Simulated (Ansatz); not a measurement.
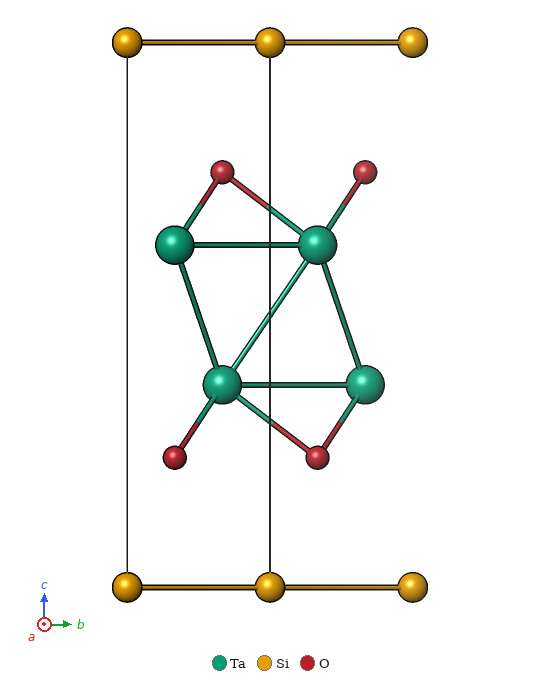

Projection along an edge of the hexagonal mesh, stacking direction c upwards. Every atom sits on one of the three columns of the mesh; call them A, B, C in the order in which they first turn up. The sequence starts with the first layer at or above the cell's origin.

Ta2SiO2 (space group P-3m1, No. 164). Coordinates: the geometry relaxed with Ansatz, DFT PBE, scalar-relativistic, plane waves, PAW; the starting structure was generated, so it need not be a known form of this composition.

List the layers of one repeat.

Answer. Si(A) – O(B) – Ta(C) – Ta(B) – O(C) (five layers in 9.64 Å).
